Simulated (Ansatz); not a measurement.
# AlBH2 (singlet): wave-function methods side by side, cc-pVTZ

Aim: climb from Hartree-Fock through coupled cluster and multireference methods for AlBH2 (singlet) at one geometry and basis, and see what each rung misses.

Computed with Ansatz 0.2.0, Gaussian basis. Level: cc-pVTZ, core rule «outside noble gas», up to 6 orbitals frozen.

The runs, in order: UHF; CCSD(T) on RHF; CCSD(T) on UHF; BCCD(T) on RHF; CCSDT(Q) on RHF; CCSDT(Q) on UHF; CASSCF and MRCISD+Q, 8 electrons in 10 orbitals; CASSCF and NEVPT2, 8 electrons in 10 orbitals.

10 further runs of the same task are left out: 4 for a known fault of the program, 6 set aside as unsound or not needed. Runs told in other sessions of the task aren't counted.

**1. What is computed**

The geometry is a PBE0/def2-TZVP stationary point (not a proven minimum) of the parent state, kept for this charge and spin.

4 atoms, charge 0, spin multiplicity 1.

Atoms are counted from 1 here; the program's logs count them from 0.

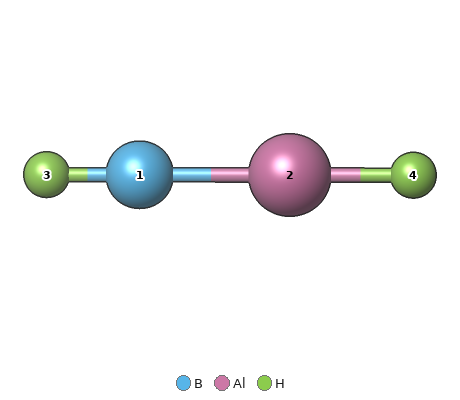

The structure; boron blue, aluminium pink, hydrogen green; atoms are numbered from 1 in the order of the file.

In the tables R marks a restricted determinant and U an unrestricted one; 'valence' is the active space of 8 electrons in 10 orbitals; energies count from the table's Hartree-Fock row.

**2. UHF**

Input file in.yaml:

```yaml
crystal:
  periodic: [false, false, false]
  atoms:
    - {symbol: B, position_ang: [0.000000, 0.000000, 1.051329]}
    - {symbol: Al, position_ang: [0.000000, 0.000000, -0.857484]}
    - {symbol: H, position_ang: [0.000000, 0.000000, 2.234417]}
    - {symbol: H, position_ang: [0.000000, 0.000000, -2.428262]}
basis:
  gaussian: {orbitals: cc-pVTZ}
magnetization: {spin_polarized: true, initial_magnetization: 0}
hamiltonian: {xc: hf}
output: {orbitals: {seedname: orbitals}}
```

On the command line:

```console
$ ansatz run in.yaml --threads 1 --pin off --events-out ev --progress --plain --max-ram 2816MiB --backend cpu
```

Log:

```text
Functional definition: HF
  name "HF"
  cite "Fock, Z. Phys. 61, 126 (1930) doi:10.1007/BF01340294"
  parent pbe
  exchange = exact_x
  correlation = 0
715 factors; their error is unknown
mean field evaluation 1: about -7281.1746 eV, gradient 9.5e0 eV
mean field evaluation 2: about -7282.1199 eV, gradient 3.3e0 eV
mean field evaluation 4: about -7282.2533 eV, gradient 2.0e-1 eV
mean field evaluation 8: about -7282.3483 eV, gradient 5.1e-4 eV
mean field evaluation 16: about -7283.2791 eV, gradient 5.8e-1 eV
mean field evaluation 32: about -7282.2802 eV, gradient 7.7e-2 eV
mean field evaluation 64: about -7278.2443 eV, gradient 9.8e0 eV
mean field evaluation 96: about -7281.1746 eV, gradient 9.5e0 eV
mean field -7283.28599083 eV, -267.6558233744 hartree, gradient 2.2e-6 eV, S^2 1.019664; 5 other end points of the search recorded, 0 dependent functions left out
reference -7283.28599083 eV, -267.6558233744 hartree; 10, 10 occupied and 82, 82 virtual orbitals, 715 factors
Total energy: -7283.28599083 eV, -267.6558233744 hartree
```

Wall time 2.4 s (1 thread of AMD EPYC 7R13, shared host).

From the report: ⟨S²⟩ of the determinant 1.020 (pure singlet: 0.00). The determinant of HF (⟨S²⟩ 1.02) is far from a pure spin state, so its energy mixes those of several spin states; that is harmless only where they are near-degenerate.

The unrestricted solution breaks the spin symmetry, so the restricted determinant is unstable here.

**3. CCSD(T) on RHF**

Edit in.yaml of step 2 so:

```diff
@@ -9,4 +9,4 @@
   gaussian: {orbitals: cc-pVTZ}
-magnetization: {spin_polarized: true, initial_magnetization: 0}
-hamiltonian: {xc: hf}
-output: {orbitals: {seedname: orbitals}}
+magnetization: {spin_polarized: false}
+correlation: {method: ccsd_t, electrons: outside_noble_gas}
+output: {forces: true}
```

The command is unchanged.

Log, cut to the lines that bear on the results:

```text
Functional definition: HF
  name "HF"
  cite "Fock, Z. Phys. 61, 126 (1930) doi:10.1007/BF01340294"
  parent pbe
[...]
542 factors; integrals over basis functions are off by at most 1.9e-3 eV
[...]
mean field -7282.34847109 eV, -267.6213701595 hartree, gradient 4.3e-6 eV, S^2 0.000000; 3 other end points of the search recorded, 0 dependent functions left out; unrestricted orbitals would lower it
6 core orbitals not correlated: weight in the atoms' cores, before any rotation towards them, 1.000 or more for the frozen orbitals, at most 0.000 for the correlated occupied ones
reference -7282.34847109 eV, -267.6213701595 hartree; 4, 4 occupied and 82, 82 virtual orbitals, 542 factors
second order -4.34888856 eV of doubles, -0.00000000 eV of singles
cycle   1  -4.92174992 eV  change   -5.7e-1 eV  update   7.4e-2
[...]
cycle  14  -5.23264751 eV  change    3.6e-6 eV  update   1.9e-6
perturbative correction -0.23453858 eV, -0.0086191339 hartree
[...]
Total energy: -7287.81565718 eV, -267.8222855425 hartree
Atom 0 at     0.000000     0.000000     1.051329 Å, force    -0.000000     0.000000     0.752268 eV/Å
Atom 1 at     0.000000     0.000000    -0.857484 Å, force     0.000000    -0.000000    -0.708009 eV/Å
Atom 2 at     0.000000     0.000000     2.234417 Å, force     0.000000    -0.000000    -0.076025 eV/Å
Atom 3 at     0.000000     0.000000    -2.428262 Å, force    -0.000000     0.000000     0.031766 eV/Å
Dipole moment:    -0.000000     0.000000    -0.244087 e Å
```

It took 6 s on 1 thread of AMD EPYC 7R13, shared host; peak memory 0.38 GiB.

From the report: correlation -5.4672 eV; T1 0.017; largest double amplitude 0.13.

**4. CCSD(T) on UHF**

Edit in.yaml of step 3 so:

```diff
@@ -9,3 +9,3 @@
   gaussian: {orbitals: cc-pVTZ}
-magnetization: {spin_polarized: false}
+magnetization: {spin_polarized: true, initial_magnetization: 0}
 correlation: {method: ccsd_t, electrons: outside_noble_gas}
```

On the command line:

```console
$ ansatz run in.yaml --threads 2 --pin off --events-out ev --progress --plain --max-ram 16896MiB --backend cuda --devices 0, --max-vram 18GiB
```

Log, cut to the lines that bear on the results:

```text
Functional definition: HF
  name "HF"
  cite "Fock, Z. Phys. 61, 126 (1930) doi:10.1007/BF01340294"
  parent pbe
[...]
542 factors; integrals over basis functions are off by at most 1.9e-3 eV
[...]
mean field -7283.28615328 eV, -267.6558293443 hartree, gradient 1.9e-6 eV, S^2 1.019664; 18 other end points of the search recorded, 0 dependent functions left out
determinant -7283.28615328 eV, -267.6558293443 hartree, with singles and doubles -7288.17048471 eV, -267.8353252137 hartree
determinant -7282.37524789 eV, -267.6223541888 hartree, with singles and doubles -7287.68106615 eV, -267.8173394134 hartree
determinant -7280.26349428 eV, -267.5447486751 hartree, with singles and doubles -7285.11361235 eV, -267.7229872266 hartree
determinant -7283.28615328 eV, -267.6558293443 hartree, with singles and doubles -7288.06381081 eV, -267.8314050202 hartree
[...]
reference -7283.28615328 eV, -267.6558293443 hartree; 4, 4 occupied and 82, 82 virtual orbitals, 542 factors
second order -3.92792166 eV of doubles, -0.00000000 eV of singles
cycle   1  -4.77765804 eV  change   -5.1e-7 eV  update   4.1e-6
[...]
cycle   5  -4.77765905 eV  change   -6.7e-9 eV  update   2.8e-7
perturbative correction -0.21276312 eV, -0.0078189003 hartree
WARN: the results are in doubt because among natural orbitals full CI differs from the method by +0.586 eV
[...]
Total energy: -7288.27657545 eV, -267.8392239764 hartree
Atom 0 at     0.000000     0.000000     1.051329 Å, force     0.000000    -0.000000     0.355235 eV/Å
Atom 1 at     0.000000     0.000000    -0.857484 Å, force    -0.000000    -0.000000    -0.305412 eV/Å
Atom 2 at     0.000000     0.000000     2.234417 Å, force     0.000000     0.000000    -0.052612 eV/Å
Atom 3 at     0.000000     0.000000    -2.428262 Å, force    -0.000000     0.000000     0.002789 eV/Å
Dipole moment:    -0.000000    -0.000000    -0.327093 e Å
In doubt: among natural orbitals full CI differs from the method by +0.586 eV
```

Wall time 7.5 s (1 × H100 (card shared with other runs) with 2 threads of AMD EPYC 7R13, shared host); peak host memory 0.92 GiB.

From the report: ⟨S²⟩ of the determinant 1.020 (pure singlet: 0.00); correlation -4.9904 eV; T1 0.017; largest double amplitude 0.10. The determinant of CCSD(T) (⟨S²⟩ 1.02) is far from a pure spin state, so its energy mixes those of several spin states; high orders of coupled cluster remove much of that, low ones don't. Mind the lines of doubt at the end of the log.

**5. BCCD(T) on RHF**

Edit in.yaml of step 4 so:

```diff
@@ -9,4 +9,3 @@
   gaussian: {orbitals: cc-pVTZ}
-magnetization: {spin_polarized: true, initial_magnetization: 0}
-correlation: {method: ccsd_t, electrons: outside_noble_gas}
-output: {forces: true}
+magnetization: {spin_polarized: false}
+correlation: {method: bccd_t, electrons: outside_noble_gas}
```

On the command line:

```console
$ ansatz run in.yaml --threads 1 --pin off --events-out ev --progress --plain --max-ram 2816MiB --backend cpu
```

Log, cut to the lines that bear on the results:

```text
Functional definition: HF
  name "HF"
  cite "Fock, Z. Phys. 61, 126 (1930) doi:10.1007/BF01340294"
  parent pbe
[...]
542 factors; integrals over basis functions are off by at most 1.9e-3 eV
[...]
mean field -7282.34847109 eV, -267.6213701595 hartree, gradient 4.3e-6 eV, S^2 0.000000; 3 other end points of the search recorded, 0 dependent functions left out; unrestricted orbitals would lower it
6 core orbitals not correlated: weight in the atoms' cores, before any rotation towards them, 1.000 or more for the frozen orbitals, at most 0.000 for the correlated occupied ones
reference -7282.34847109 eV, -267.6213701595 hartree; 4, 4 occupied and 82, 82 virtual orbitals, 542 factors
second order -4.34888856 eV of doubles, -0.00000000 eV of singles
cycle   1  -4.93229119 eV  change   -5.8e-1 eV  update   7.4e-2
[...]
cycle  13  -5.22517223 eV  change   -1.0e-6 eV  update   5.6e-6
perturbative correction -0.24242219 eV, -0.0089088510 hartree
Total energy: -7287.81606551 eV, -267.8223005482 hartree
```

Wall time 3.1 s (1 thread of AMD EPYC 7R13, shared host); peak memory 0.3 GiB.

From the report: correlation -5.4676 eV; largest double amplitude 0.13.

**6. CCSDT(Q) on RHF**

Edit in.yaml of step 5 so:

```diff
@@ -10,2 +10,2 @@
 magnetization: {spin_polarized: false}
-correlation: {method: bccd_t, electrons: outside_noble_gas}
+correlation: {method: ccsdt_q, electrons: outside_noble_gas}
```

On the command line:

```console
$ ansatz run in.yaml --threads 2 --pin off --events-out ev --progress --plain --max-ram 16896MiB --backend cuda --devices 0, --max-vram 18GiB
```

Log, cut to the lines that bear on the results:

```text
Functional definition: HF
  name "HF"
  cite "Fock, Z. Phys. 61, 126 (1930) doi:10.1007/BF01340294"
  parent pbe
[...]
1076 factors; integrals over basis functions are off by at most 1.9e-7 eV
[...]
mean field -7282.34847467 eV, -267.6213702910 hartree, gradient 4.9e-6 eV, S^2 0.000000; 3 other end points of the search recorded, 0 dependent functions left out; unrestricted orbitals would lower it
6 core orbitals not correlated: weight in the atoms' cores, before any rotation towards them, 1.000 or more for the frozen orbitals, at most 0.000 for the correlated occupied ones
reference -7282.34847467 eV, -267.6213702910 hartree; 4, 4 occupied and 82, 82 virtual orbitals, 1076 factors
second order -4.34891149 eV of doubles, -0.00000000 eV of singles
cycle   1  -4.92172141 eV  change   -5.7e-1 eV  update   8.6e-2
[...]
cycle  24  -5.58963882 eV  change    7.1e-8 eV  update   1.3e-7
perturbative correction -0.07023811 eV, -0.0025812030 hartree
WARN: these amplitudes may be one of several solutions (largest doubles amplitude 0.65, level shift 0.00 eV)
Total energy: -7288.00835160 eV, -267.8293669319 hartree
```

Wall time 3.6 s (1 × H100 (card shared with other runs) with 2 threads of AMD EPYC 7R13, shared host); peak host memory 0.84 GiB.

From the report: correlation -5.6599 eV; T1 0.017; largest double amplitude 0.65. The report flags that the cluster equations may have other roots.

**7. CCSDT(Q) on UHF**

Edit in.yaml of step 6 so:

```diff
@@ -9,3 +9,3 @@
   gaussian: {orbitals: cc-pVTZ}
-magnetization: {spin_polarized: false}
+magnetization: {spin_polarized: true, initial_magnetization: 0}
 correlation: {method: ccsdt_q, electrons: outside_noble_gas}
```

The command is unchanged.

Log, cut to the lines that bear on the results:

```text
Functional definition: HF
  name "HF"
  cite "Fock, Z. Phys. 61, 126 (1930) doi:10.1007/BF01340294"
  parent pbe
[...]
1076 factors; integrals over basis functions are off by at most 1.9e-7 eV
[...]
mean field -7283.28615949 eV, -267.6558295724 hartree, gradient 1.2e-6 eV, S^2 1.019664; 17 other end points of the search recorded, 0 dependent functions left out
determinant -7283.28615949 eV, -267.6558295724 hartree, with singles and doubles -7288.17049996 eV, -267.8353257742 hartree
determinant -7282.37525253 eV, -267.6223543591 hartree, with singles and doubles -7287.68108397 eV, -267.8173400682 hartree
determinant -7280.26349917 eV, -267.5447488548 hartree, with singles and doubles -7285.11362995 eV, -267.7229878731 hartree
determinant -7283.28615949 eV, -267.6558295724 hartree, with singles and doubles -7288.06380391 eV, -267.8314047668 hartree
determinant -7282.37525253 eV, -267.6223543591 hartree, with singles and doubles -7287.56956640 eV, -267.8132418732 hartree
determinant -7282.34847467 eV, -267.6213702910 hartree, with singles and doubles -7287.71124226 eV, -267.8184483650 hartree
6 core orbitals not correlated: weight in the atoms' cores, before any rotation towards them, 1.000 or more for the frozen orbitals, at most 0.000 for the correlated occupied ones
reference -7283.28615949 eV, -267.6558295724 hartree; 4, 4 occupied and 82, 82 virtual orbitals, 1076 factors
second order -3.92793325 eV of doubles, -0.00000000 eV of singles
cycle   1  -4.49745456 eV  change   -5.7e-1 eV  update   7.9e-2
[...]
cycle  25  -5.16802125 eV  change    9.7e-8 eV  update   1.2e-7
perturbative correction -0.07323015 eV, -0.0026911582 hartree
WARN: the results are in doubt because among natural orbitals full CI differs from the method by +0.680 eV
Total energy: -7288.52741088 eV, -267.8484420084 hartree
In doubt: among natural orbitals full CI differs from the method by +0.680 eV
```

It took 13 s on 1 × H100 (card shared with other runs) with 2 threads of AMD EPYC 7R13, shared host; peak host memory 0.95 GiB.

From the report: ⟨S²⟩ of the determinant 1.020 (pure singlet: 0.00); correlation -5.2413 eV; T1 0.018; largest double amplitude 0.57. The determinant of CCSDT(Q) (⟨S²⟩ 1.02) is far from a pure spin state, so its energy mixes those of several spin states; high orders of coupled cluster remove much of that, low ones don't. Mind the lines of doubt at the end of the log.

**8. CASSCF and MRCISD+Q, 8 electrons in 10 orbitals**

Edit in.yaml of step 7 so:

```diff
@@ -9,3 +9,2 @@
   gaussian: {orbitals: cc-pVTZ}
-magnetization: {spin_polarized: true, initial_magnetization: 0}
-correlation: {method: ccsdt_q, electrons: outside_noble_gas}
+correlation: {method: fic_mrcisd_q, electrons: outside_noble_gas, active_space: {window: {electrons: 8, orbitals: 10}, shells: [{species: Al, l: s, shell: 3}, {species: Al, l: p, shell: 3}, {species: B, l: s, shell: 2}, {species: B, l: p, shell: 2}, {species: H, l: s, shell: 1}]}}
```

Launched as before.

Log, cut to the lines that bear on the results:

```text
Functional definition: HF
  name "HF"
  cite "Fock, Z. Phys. 61, 126 (1930) doi:10.1007/BF01340294"
  parent pbe
[...]
1076 factors; integrals over basis functions are off by at most 1.9e-7 eV
[...]
mean field -7282.34847467 eV, -267.6213702910 hartree, gradient 4.9e-6 eV, S^2 0.000000; 3 other end points of the search recorded, 0 dependent functions left out; unrestricted orbitals would lower it
reference -7282.34847467 eV, -267.6213702910 hartree; 10, 10 occupied and 82, 82 virtual orbitals, 1076 factors
state -7284.78736590 eV, -267.7109978906 hartree
contracted CI cycle   1: correlation 0.00000000 eV, 0.0000000000 hartree, residual 1.42e1 eV
contracted CI cycle   2: correlation -2.86564364 eV, -0.1053104612 hartree, residual 3.08e0 eV
contracted CI cycle   3: correlation -3.00339505 eV, -0.1103727323 hartree, residual 7.65e-1 eV
contracted CI cycle   4: correlation -3.01091267 eV, -0.1106489997 hartree, residual 1.83e-1 eV
contracted CI cycle   5: correlation -3.01135619 eV, -0.1106652987 hartree, residual 4.82e-2 eV
contracted CI cycle   6: correlation -3.01138633 eV, -0.1106664063 hartree, residual 1.23e-2 eV
contracted CI cycle   7: correlation -3.01138833 eV, -0.1106664798 hartree, residual 3.31e-3 eV
contracted CI cycle   8: correlation -3.01138848 eV, -0.1106664853 hartree, residual 9.86e-4 eV
state -7284.78736590 eV, -267.7109978906 hartree; corrected -7287.99612662 eV, -267.8289176720 hartree
Total energy: -7287.99612662 eV, -267.8289176720 hartree
Checks for a lower state left out: starts, orbital_swaps
```

Run time: 7 s. Hardware: 1 × H100 (card shared with other runs) with 2 threads of AMD EPYC 7R13, shared host; peak host memory 0.93 GiB.

From the report: 11,124 determinants; active occupations 1.98, 1.97, 1.96, 0.97, 0.97, 0.05, 0.04, 0.04, 0.02, 0.01.

**9. CASSCF and NEVPT2, 8 electrons in 10 orbitals**

Input file in.yaml:

```yaml
crystal:
  periodic: [false, false, false]
  atoms:
    - {symbol: B, position_ang: [0.000000, 0.000000, 1.051329]}
    - {symbol: Al, position_ang: [0.000000, 0.000000, -0.857484]}
    - {symbol: H, position_ang: [0.000000, 0.000000, 2.234417]}
    - {symbol: H, position_ang: [0.000000, 0.000000, -2.428262]}
basis:
  gaussian: {orbitals: cc-pVTZ}
correlation: {method: sc_nevpt2, electrons: outside_noble_gas, active_space: {window: {electrons: 8, orbitals: 10}, shells: [{species: Al, l: s, shell: 3}, {species: Al, l: p, shell: 3}, {species: B, l: s, shell: 2}, {species: B, l: p, shell: 2}, {species: H, l: s, shell: 1}]}}
```

Launched as before.

Log:

```text
Functional definition: HF
  name "HF"
  cite "Fock, Z. Phys. 61, 126 (1930) doi:10.1007/BF01340294"
  parent pbe
  exchange = exact_x
  correlation = 0
1076 factors; integrals over basis functions are off by at most 1.9e-7 eV
mean field evaluation 1: about -7281.2659 eV, gradient 1.3e1 eV
mean field evaluation 2: about -7281.2680 eV, gradient 1.3e1 eV
mean field evaluation 4: about -7282.3287 eV, gradient 1.7e0 eV
mean field evaluation 8: about -7282.3485 eV, gradient 9.5e-4 eV
mean field evaluation 16: about -7282.3523 eV, gradient 3.4e-2 eV
mean field evaluation 32: about -7282.3171 eV, gradient 2.4e0 eV
mean field -7282.34847467 eV, -267.6213702910 hartree, gradient 4.9e-6 eV, S^2 0.000000; 3 other end points of the search recorded, 0 dependent functions left out; unrestricted orbitals would lower it
reference -7282.34847467 eV, -267.6213702910 hartree; 10, 10 occupied and 82, 82 virtual orbitals, 1076 factors
state -7284.78736590 eV, -267.7109978906 hartree
state -7284.78736590 eV, -267.7109978906 hartree; corrected -7287.17352371 eV, -267.7986875729 hartree
Total energy: -7287.17352371 eV, -267.7986875729 hartree
Checks for a lower state left out: starts, orbital_swaps
```

Wall time 4.2 s (1 × H100 (card shared with other runs) with 2 threads of AMD EPYC 7R13, shared host); peak host memory 0.83 GiB.

From the report: 11,124 determinants; active occupations 1.98, 1.97, 1.96, 0.97, 0.97, 0.05, 0.04, 0.04, 0.02, 0.01.

**10. How many determinants matter**

Natural occupations of the CASSCF valence state about the gap (report; correlated orbitals 1 to 10): 1.976, 1.974, 1.958, 0.966, 0.966, 0.046, 0.040, 0.040, 0.019, 0.014. The count of effectively unpaired electrons, Σ n²(2 − n)², is 2.03; a single determinant of this spin has 0.

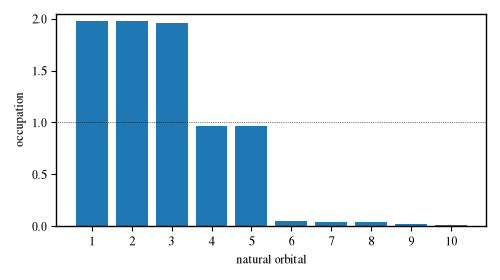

Natural occupations of the CASSCF valence state.

**11. All levels against the top one**

No level here is safe as a reference; RCCSDT(Q) serves as a yardstick only. Rows without a time are mean-field rows or come out of runs for another level: lower rungs of the coupled-cluster runs, CASSCF and MRCISD of the multireference runs, or the Hartree-Fock search. The times of RCCSD(T), UCCSD(T) include forces.

Differences are taken before rounding.

```
          method  energy from the lowest RHF (meV)  from RCCSDT(Q) (meV)         time
             RHF                               0.0               +5659.9             
             UHF                            -937.7               +4722.2             
            RMP2                           -4348.9               +1311.0             
            UMP2                           -4865.6                +794.3             
           RCCSD                           -5232.6                +427.2             
           UCCSD                           -5715.3                 -55.5             
        RCCSD(T)                           -5467.2                +192.7          6 s
        UCCSD(T)                           -5928.1                -268.2  7.5 s (GPU)
         BCCD(T)                           -5467.6                +192.3        3.1 s
          RCCSDT                           -5589.6                 +70.2             
          UCCSDT                           -6105.7                -445.8             
       RCCSDT(Q)                           -5659.9                     0  3.6 s (GPU)
       UCCSDT(Q)                           -6178.9                -519.1   13 s (GPU)
  CASSCF valence                           -2438.9               +3221.0             
  NEVPT2 valence                           -4825.1                +834.8  4.2 s (GPU)
  MRCISD valence                           -5450.3                +209.6             
MRCISD+Q valence                           -5647.7                 +12.2    7 s (GPU)
```

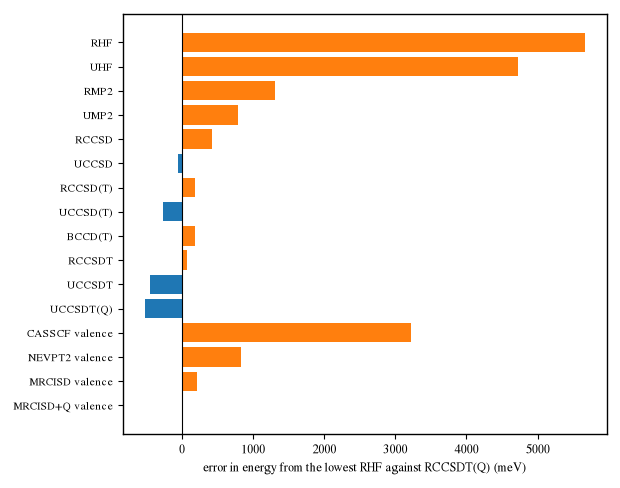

How far each level lands from RCCSDT(Q).

Some runs used a GPU and others CPU threads alone; cost is compared among the GPU runs only.

The program flags UCCSD(T), RCCSDT(Q), UCCSDT(Q) as in doubt (see the logs), so the zero of the table is itself unsure.

**12. Summary of results**

| quantity | value |
| --- | --- |
| RCCSDT(Q) from the RHF energy | -5.6599 eV |
| RMP2 from RCCSDT(Q) | +1311.0 meV |
| UMP2 from RCCSDT(Q) | +794.3 meV |
| RCCSD from RCCSDT(Q) | +427.2 meV |
| RCCSD(T) from RCCSDT(Q) | +192.7 meV |
| UCCSD(T) from RCCSDT(Q) | -268.2 meV |
| UCCSDT(Q) from RCCSDT(Q) | -519.1 meV |
| NEVPT2 valence from RCCSDT(Q) | +834.8 meV |
| MRCISD+Q valence from RCCSDT(Q) | +12.2 meV |
| T1 diagnostic | 0.017 |
| effectively unpaired electrons | 2.03 |

In words: RCCSD(T) lands +192.7 meV from the yardstick (3.4 % of the correlation energy). CCSD(T) misses by +192.7 meV on the restricted determinant and by -268.2 meV on the unrestricted one; the two need not hold the same state or core. With 2.0 effectively unpaired electrons against 0 the state is strongly multireference. Warnings: restricted reference is unstable; spin contamination.

The restricted and unrestricted ladders end 0.52 eV apart at CCSDT(Q), which points to two states or an unsound top rung; rows of one don't measure the error of the other.
